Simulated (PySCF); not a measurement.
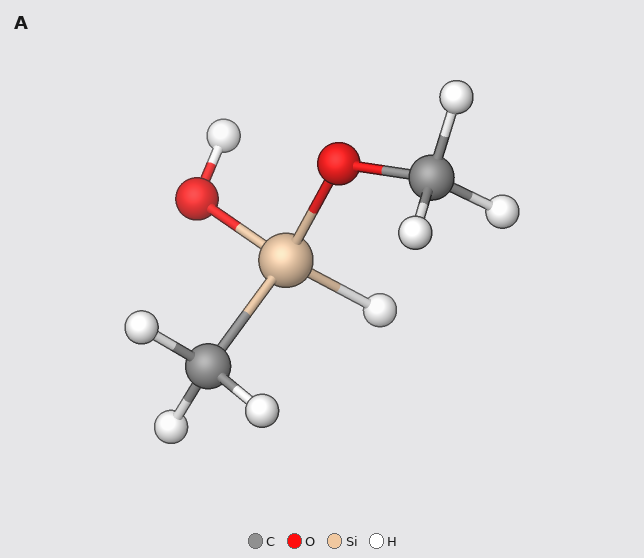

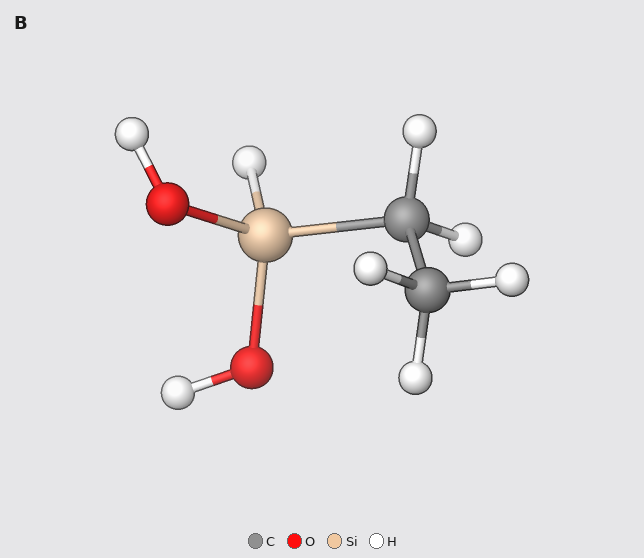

2 stationary structures of one formula. Geometries: PBE0-D3(BJ)/def2-SVP. Electronic energies: PBE0-D3(BJ)/def2-SVP (PySCF 2.14.0), without zero-point energy. No frequency run is at hand to confirm each as a minimum. Each is one conformer, not always the lowest.

Are they conformers, stereoisomers or constitutional isomers?

They are constitutional isomers of C2H8O2Si: A `CO[Si@@H](C)O`, B `CC[SiH](O)O`.

Which structure is the most stable?

B is lowest; A lies 8.9 kcal/mol above it.
